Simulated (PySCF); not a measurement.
Property calculation, with input and output: C2H2FSi (part 3 of 3)

C2H2FSi, multiplicity 2, SMILES C#C[SiH]F; XLYP/cc-pVQZ, ROKS, COSMO solvent chloroform (PySCF 2.14.0). The geometry comes from this level: PBE0-D4/def2-TZVP.

Geometry of the input (Å):
```
C  0.1181  -0.6800  -1.6057
C  0.1204  -0.2137  -0.4901
Si 0.3383  0.4667  1.1688
F  -0.4780  -0.4123  2.2268
H  0.1003  -1.0892  -2.5903
H  -0.1571  1.8644  1.2443
```

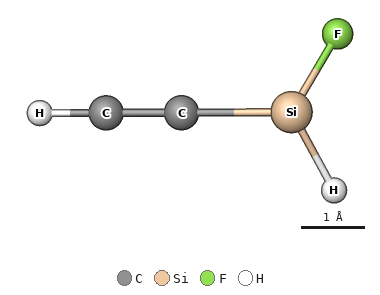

Fig. 1: The input geometry (ball-and-stick view, seen on its broad side).

**Output, continued**
```
MO #274 energy= 14.7354576763767   | 14.7319349219788   | 14.7389804307745   occ= 0
MO #275 energy= 14.7890592438556   | 14.7875502433327   | 14.7905682443784   occ= 0
MO #276 energy= 14.9683514078091   | 14.9661423257017   | 14.9705604899192   occ= 0
MO #277 energy= 15.6489822084901   | 15.6461350105976   | 15.6518294063825   occ= 0
MO #278 energy= 15.6757145367296   | 15.6725140042669   | 15.6789150691923   occ= 0
MO #279 energy= 15.9724625448985   | 15.9687610742187   | 15.9761640155776   occ= 0
MO #280 energy= 16.0204480786921   | 16.0193756754185   | 16.0215204819658   occ= 0
MO #281 energy= 16.0644075486653   | 16.0621249768269   | 16.0666901205033   occ= 0
MO #282 energy= 22.3966613157287   | 22.3960067520209   | 22.3973158794373   occ= 0
MO #283 energy= 25.0385003520254   | 25.0376119889669   | 25.0393887150871   occ= 0
MO #284 energy= 51.9411183275378   | 51.9399061015935   | 51.9423305534801   occ= 0
 ** Mulliken pop on meta-lowdin orthogonal AOs  **
 ** Mulliken pop  **
pop of  0 C 1s            1.99983
pop of  0 C 2s            1.02133
pop of  0 C 3s            0.00545
pop of  0 C 4s            0.00048
pop of  0 C 5s            0.00010
pop of  0 C 2px           0.96459
pop of  0 C 2py           0.98025
pop of  0 C 2pz           1.13008
pop of  0 C 3px           0.00084
pop of  0 C 3py           0.00092
pop of  0 C 3pz           0.00399
pop of  0 C 4px           0.00085
pop of  0 C 4py           0.00091
pop of  0 C 4pz           0.00122
pop of  0 C 5px           0.00004
pop of  0 C 5py           0.00011
pop of  0 C 5pz           0.00030
pop of  0 C 3dxy          0.00002
pop of  0 C 3dyz          0.00156
pop of  0 C 3dz^2         0.00241
pop of  0 C 3dxz          0.00010
pop of  0 C 3dx2-y2       0.00009
pop of  0 C 4dxy          0.00005
pop of  0 C 4dyz          0.00025
pop of  0 C 4dz^2         0.00028
pop of  0 C 4dxz          0.00027
pop of  0 C 4dx2-y2       0.00004
pop of  0 C 5dxy          0.00000
pop of  0 C 5dyz          0.00008
pop of  0 C 5dz^2         0.00012
pop of  0 C 5dxz          0.00001
pop of  0 C 5dx2-y2       0.00001
pop of  0 C 4f-3          0.00002
pop of  0 C 4f-2          0.00008
pop of  0 C 4f-1          0.00325
pop of  0 C 4f+0          0.00195
pop of  0 C 4f+1          0.00015
pop of  0 C 4f+2          0.00044
pop of  0 C 4f+3          0.00001
pop of  0 C 5f-3          0.00000
pop of  0 C 5f-2          0.00002
pop of  0 C 5f-1          0.00004
pop of  0 C 5f+0          0.00005
pop of  0 C 5f+1          0.00004
pop of  0 C 5f+2          0.00002
pop of  0 C 5f+3          0.00000
pop of  0 C 5g-4          0.00000
pop of  0 C 5g-3          0.00000
pop of  0 C 5g-2          0.00000
pop of  0 C 5g-1          0.00014
pop of  0 C 5g+0          0.00003
pop of  0 C 5g+1          0.00000
pop of  0 C 5g+2          0.00004
pop of  0 C 5g+3          0.00000
pop of  0 C 5g+4          0.00000
pop of  1 C 1s            1.99984
pop of  1 C 2s            1.07411
pop of  1 C 3s            0.00466
pop of  1 C 4s            0.00122
pop of  1 C 5s            0.00014
pop of  1 C 2px           0.99723
pop of  1 C 2py           1.03489
pop of  1 C 2pz           1.17155
pop of  1 C 3px           0.00076
pop of  1 C 3py           0.00156
pop of  1 C 3pz           0.00250
pop of  1 C 4px           0.00034
pop of  1 C 4py           0.00067
pop of  1 C 4pz           0.00211
pop of  1 C 5px           0.00008
pop of  1 C 5py           0.00019
pop of  1 C 5pz           0.00076
pop of  1 C 3dxy          0.00010
pop of  1 C 3dyz          0.00216
pop of  1 C 3dz^2         0.00324
pop of  1 C 3dxz          0.00032
pop of  1 C 3dx2-y2       0.00032
pop of  1 C 4dxy          0.00020
pop of  1 C 4dyz          0.00046
pop of  1 C 4dz^2         0.00051
pop of  1 C 4dxz          0.00083
pop of  1 C 4dx2-y2       0.00028
pop of  1 C 5dxy          0.00001
pop of  1 C 5dyz          0.00005
pop of  1 C 5dz^2         0.00015
pop of  1 C 5dxz          0.00002
pop of  1 C 5dx2-y2       0.00004
pop of  1 C 4f-3          0.00004
pop of  1 C 4f-2          0.00036
pop of  1 C 4f-1          0.00332
pop of  1 C 4f+0          0.00222
pop of  1 C 4f+1          0.00074
pop of  1 C 4f+2          0.00063
pop of  1 C 4f+3          0.00003
pop of  1 C 5f-3          0.00001
pop of  1 C 5f-2          0.00001
pop of  1 C 5f-1          0.00010
pop of  1 C 5f+0          0.00008
pop of  1 C 5f+1          0.00003
pop of  1 C 5f+2          0.00004
pop of  1 C 5f+3          0.00000
pop of  1 C 5g-4          0.00000
pop of  1 C 5g-3          0.00000
pop of  1 C 5g-2          0.00002
pop of  1 C 5g-1          0.00011
pop of  1 C 5g+0          0.00003
pop of  1 C 5g+1          0.00002
pop of  1 C 5g+2          0.00003
pop of  1 C 5g+3          0.00000
pop of  1 C 5g+4          0.00000
pop of  2 Si 1s           1.99999
pop of  2 Si 2s           1.99953
pop of  2 Si 3s           1.12436
pop of  2 Si 4s           0.00936
pop of  2 Si 5s           0.00152
pop of  2 Si 6s           0.00017
pop of  2 Si 2px          1.99983
pop of  2 Si 2py          1.99983
pop of  2 Si 2pz          1.99983
pop of  2 Si 3px          0.76104
pop of  2 Si 3py          0.66983
pop of  2 Si 3pz          0.54329
pop of  2 Si 4px          0.00286
pop of  2 Si 4py          0.01240
pop of  2 Si 4pz          0.00981
pop of  2 Si 5px          0.00054
pop of  2 Si 5py          0.00115
pop of  2 Si 5pz          0.00247
pop of  2 Si 6px          0.00007
pop of  2 Si 6py          0.00010
pop of  2 Si 6pz          0.00013
pop of  2 Si 3dxy         0.00443
pop of  2 Si 3dyz         0.00465
pop of  2 Si 3dz^2        0.00980
pop of  2 Si 3dxz         0.00460
pop of  2 Si 3dx2-y2      0.01117
pop of  2 Si 4dxy         0.00079
pop of  2 Si 4dyz         0.00118
pop of  2 Si 4dz^2        0.00155
pop of  2 Si 4dxz         0.00074
pop of  2 Si 4dx2-y2      0.00074
pop of  2 Si 5dxy         0.00051
pop of  2 Si 5dyz         0.00127
pop of  2 Si 5dz^2        0.00146
pop of  2 Si 5dxz         0.00074
pop of  2 Si 5dx2-y2      0.00048
pop of  2 Si 4f-3         0.00037
pop of  2 Si 4f-2         0.00015
pop of  2 Si 4f-1         0.00055
pop of  2 Si 4f+0         0.00087
pop of  2 Si 4f+1         0.00027
pop of  2 Si 4f+2         0.00019
pop of  2 Si 4f+3         0.00031
pop of  2 Si 5f-3         0.00006
pop of  2 Si 5f-2         0.00007
pop of  2 Si 5f-1         0.00019
pop of  2 Si 5f+0         0.00009
pop of  2 Si 5f+1         0.00017
pop of  2 Si 5f+2         0.00021
pop of  2 Si 5f+3         0.00019
pop of  2 Si 5g-4         0.00014
pop of  2 Si 5g-3         0.00005
pop of  2 Si 5g-2         0.00017
pop of  2 Si 5g-1         0.00019
pop of  2 Si 5g+0         0.00007
pop of  2 Si 5g+1         0.00011
pop of  2 Si 5g+2         0.00015
pop of  2 Si 5g+3         0.00007
pop of  2 Si 5g+4         0.00009
pop of  3 F 1s            1.99995
pop of  3 F 2s            1.84026
pop of  3 F 3s            0.00124
pop of  3 F 4s            0.00036
pop of  3 F 5s            0.00004
pop of  3 F 2px           1.86826
pop of  3 F 2py           1.88485
pop of  3 F 2pz           1.86368
pop of  3 F 3px           0.00268
pop of  3 F 3py           0.00186
pop of  3 F 3pz           0.00132
pop of  3 F 4px           0.00049
pop of  3 F 4py           0.00050
pop of  3 F 4pz           0.00064
pop of  3 F 5px           0.00034
pop of  3 F 5py           0.00028
pop of  3 F 5pz           0.00024
pop of  3 F 3dxy          0.00186
pop of  3 F 3dyz          0.00261
pop of  3 F 3dz^2         0.00173
pop of  3 F 3dxz          0.00244
pop of  3 F 3dx2-y2       0.00121
pop of  3 F 4dxy          0.00070
pop of  3 F 4dyz          0.00087
pop of  3 F 4dz^2         0.00057
pop of  3 F 4dxz          0.00089
pop of  3 F 4dx2-y2       0.00041
pop of  3 F 5dxy          0.00002
pop of  3 F 5dyz          0.00001
pop of  3 F 5dz^2         0.00001
pop of  3 F 5dxz          0.00002
pop of  3 F 5dx2-y2       0.00001
pop of  3 F 4f-3          0.00007
pop of  3 F 4f-2          0.00027
pop of  3 F 4f-1          0.00015
pop of  3 F 4f+0          0.00010
pop of  3 F 4f+1          0.00012
pop of  3 F 4f+2          0.00012
pop of  3 F 4f+3          0.00007
pop of  3 F 5f-3          0.00002
pop of  3 F 5f-2          0.00008
pop of  3 F 5f-1          0.00004
pop of  3 F 5f+0          0.00003
pop of  3 F 5f+1          0.00003
pop of  3 F 5f+2          0.00003
pop of  3 F 5f+3          0.00002
pop of  3 F 5g-4          0.00000
pop of  3 F 5g-3          0.00000
pop of  3 F 5g-2          0.00001
pop of  3 F 5g-1          0.00000
pop of  3 F 5g+0          0.00000
pop of  3 F 5g+1          0.00000
pop of  3 F 5g+2          0.00000
pop of  3 F 5g+3          0.00000
pop of  3 F 5g+4          0.00000
pop of  4 H 1s            0.79733
pop of  4 H 2s            0.00684
pop of  4 H 3s            0.00420
pop of  4 H 4s            0.00017
pop of  4 H 2px           0.00023
pop of  4 H 2py           0.00027
pop of  4 H 2pz           0.00096
pop of  4 H 3px           0.00002
pop of  4 H 3py           0.00005
pop of  4 H 3pz           0.00021
pop of  4 H 4px           0.00001
pop of  4 H 4py           0.00001
pop of  4 H 4pz           0.00001
pop of  4 H 3dxy          0.00001
pop of  4 H 3dyz          0.00016
pop of  4 H 3dz^2         0.00023
pop of  4 H 3dxz          0.00007
pop of  4 H 3dx2-y2       0.00002
pop of  4 H 4dxy          0.00000
pop of  4 H 4dyz          0.00001
pop of  4 H 4dz^2         0.00001
pop of  4 H 4dxz          0.00002
pop of  4 H 4dx2-y2       0.00000
pop of  4 H 4f-3          0.00000
pop of  4 H 4f-2          0.00001
pop of  4 H 4f-1          0.00005
pop of  4 H 4f+0          0.00004
pop of  4 H 4f+1          0.00001
pop of  4 H 4f+2          0.00001
pop of  4 H 4f+3          0.00000
pop of  5 H 1s            1.07474
pop of  5 H 2s            0.00395
pop of  5 H 3s            0.00085
pop of  5 H 4s            0.00012
pop of  5 H 2px           0.00089
pop of  5 H 2py           0.00447
pop of  5 H 2pz           0.00075
pop of  5 H 3px           0.00015
pop of  5 H 3py           0.00060
pop of  5 H 3pz           0.00021
pop of  5 H 4px           0.00007
pop of  5 H 4py           0.00019
pop of  5 H 4pz           0.00006
pop of  5 H 3dxy          0.00044
pop of  5 H 3dyz          0.00015
pop of  5 H 3dz^2         0.00024
pop of  5 H 3dxz          0.00002
pop of  5 H 3dx2-y2       0.00034
pop of  5 H 4dxy          0.00006
pop of  5 H 4dyz          0.00003
pop of  5 H 4dz^2         0.00002
pop of  5 H 4dxz          0.00001
pop of  5 H 4dx2-y2       0.00003
pop of  5 H 4f-3          0.00001
pop of  5 H 4f-2          0.00000
pop of  5 H 4f-1          0.00003
pop of  5 H 4f+0          0.00000
pop of  5 H 4f+1          0.00000
pop of  5 H 4f+2          0.00001
pop of  5 H 4f+3          0.00005
 ** Mulliken atomic charges  **
charge of    0C =     -0.12288
charge of    1C =     -0.30914
charge of    2Si =      0.81303
charge of    3F =     -0.48156
charge of    4H =      0.18904
charge of    5H =     -0.08850
Dipole moment(X, Y, Z, Debye):  0.60446,  0.37830, -1.68094
Traceless quadrupole moment (Debye*A):

IAO charges [-0.1557 -0.364   0.9381 -0.5164  0.2192 -0.1211]
```
